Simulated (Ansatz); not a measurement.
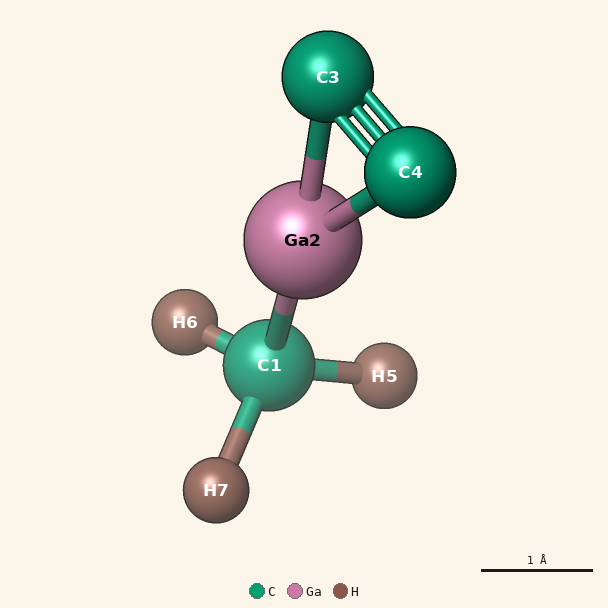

The picture comes from a calculation with Ansatz.

Orthographic view. Distant atoms are faded towards the background colour. Geometry: atoms displaced at random (about 0.13 Å) from a stationary point of GFN2-xTB.

Give the distance matrix in Å.

```
atom    C1   Ga2    C3    C4    H5    H6    H7
  C1  0.00                                    
 Ga2  2.12  0.00                              
  C3  3.95  1.89  0.00                        
  C4  3.98  1.94  1.21  0.00                  
  H5  1.21  2.78  4.48  4.37  0.00            
  H6  1.00  2.64  4.30  4.57  1.86  0.00      
  H7  1.36  2.66  4.51  4.34  2.20  1.90  0.00
```
